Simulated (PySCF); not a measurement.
## Electronic structure of C4H9AlCl2 (SMILES CC(C)[CH2][Al]([Cl])[Cl]) in real space

The calculation's input:

```
{"job": {"kind": "nmr", "xc": "PBE0", "basis": {"default": "pcSseg-1", "Al": "pcSseg-2"}}, "charge": 0, "multiplicity": 1}
Al     0.951884     1.469738     1.191345
Cl     3.055245     1.444351     1.245313
Cl     0.081151     3.380853     1.060454
C     -0.092812    -0.172840     1.282805
C     -0.448689    -0.739633    -0.102616
C      0.804422    -1.027492    -0.921720
C     -1.394331     0.184855    -0.859921
H     -1.010706     0.017722     1.865829
H      0.499304    -0.908928     1.854495
H     -0.973972    -1.700370     0.052065
H      1.359075    -0.095485    -1.143425
H      0.559073    -1.491402    -1.889465
H      1.496967    -1.695698    -0.387748
H     -0.923358     1.164700    -1.059367
H     -2.315298     0.379380    -0.289247
H     -1.682315    -0.243692    -1.832398
```

Command:

```sh
OMP_NUM_THREADS=1 python probes_run.py task.json out
```

Geometry: PBE0-D3(BJ)/def2-SVP.

Theory: PySCF, PBE0/pcSseg-1 Al:pcSseg-2, SCF density, gas phase, non-relativistic.

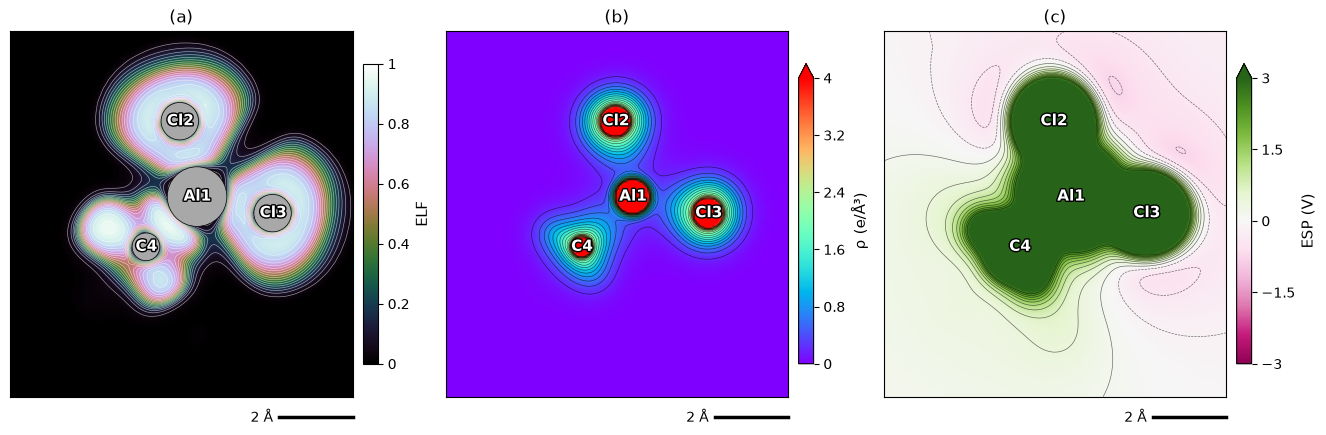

Figure 1. (a) electron localisation function; (b) electron density; (c) molecular electrostatic potential on the plane of atoms Cl2, Al1 and C4. Grey discs cover the atomic cores in the ELF map.

Question: What do the fields say about this system?

Answer: The plane passes through Al, Cl and C nuclei. C–Al (1.95 Å): ρ at the midpoint is about 0.77 e/Å³; the ELF peaks at about 0.95 between the atoms; a polar covalent bond. Al–Cl (2.10 Å): the density is about 0.76 e/Å³ at the midpoint; the ELF peaks at about 0.85 in the valence shell of Cl, 0.9 Å from its nucleus, and is about 0.85 at the midpoint. The ELF also peaks beside Cl3 and Cl2, away from the bonds: lone-pair regions. Outside the dense part of the molecule the potential is most negative (−0.7 V) near Cl2.

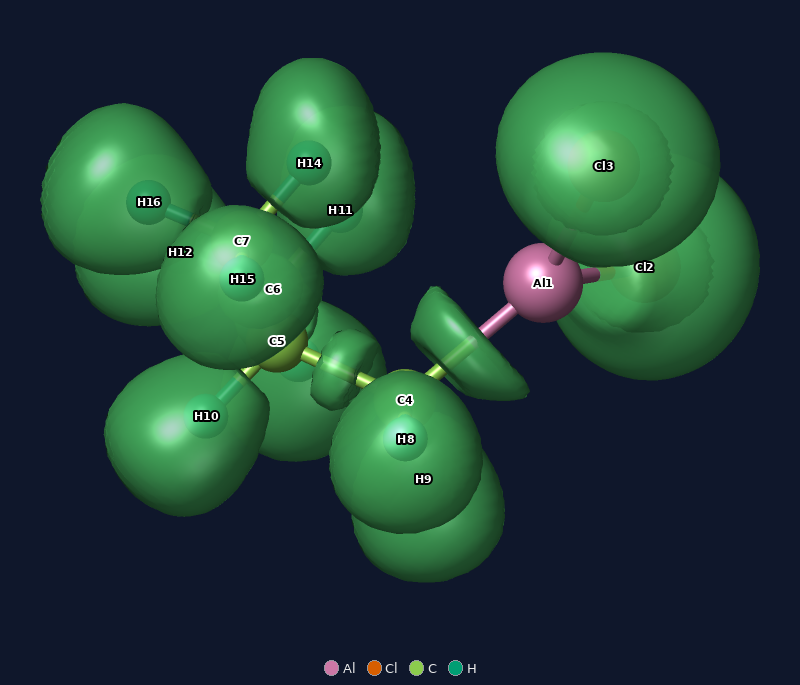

Figure 2. Isosurface of the electron localisation function at 0.8 (green), seen from one side. Only the valence region is drawn (cores and ρ < 0.01 e/Å³ removed).

Question: Identify the bonds, lone pairs and shells in this picture.

Answer: The ELF exceeds this value in one region between bonded Al–C atoms (shared pairs), three regions between bonded C–C atoms (shared pairs), nine regions around hydrogen nuclei and two regions on Cl in which the atom's valence shell and bonds are merged.


C–C (1.52 Å): the ELF peaks at about 0.95 between the atoms; a covalent bond.

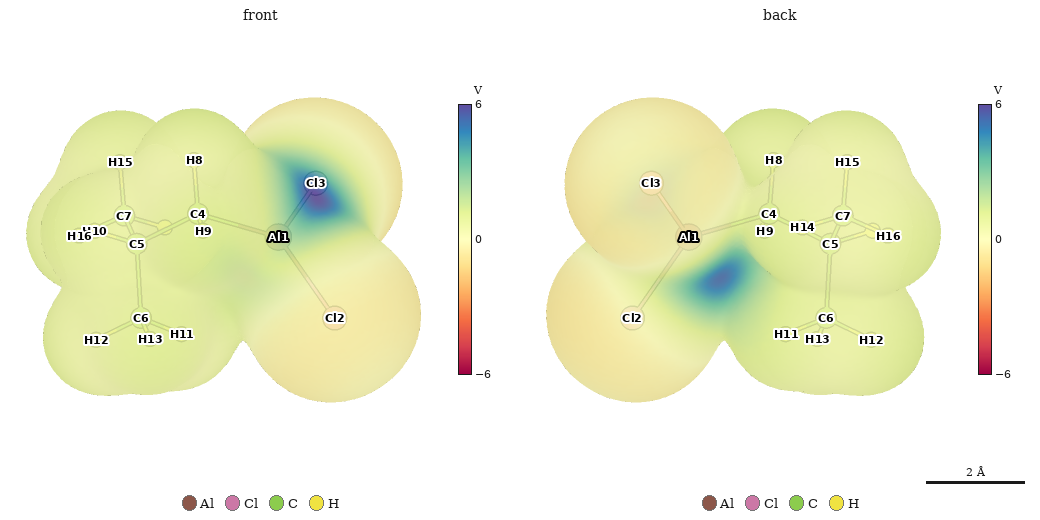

Figure 3. The electrostatic potential painted on the density surface at 0.004 e/bohr³, seen from the front and from behind; the colour scale runs from red (negative) to blue (positive).

Question: Describe the electrostatic potential map.

Answer: The most negative region (about −0.7 V) lies over Cl2 and Cl3, the most positive (about +5.2 V) over Al1.

Question: How polar is the molecule by this calculation?

Answer: Its dipole moment is 2.94 D.
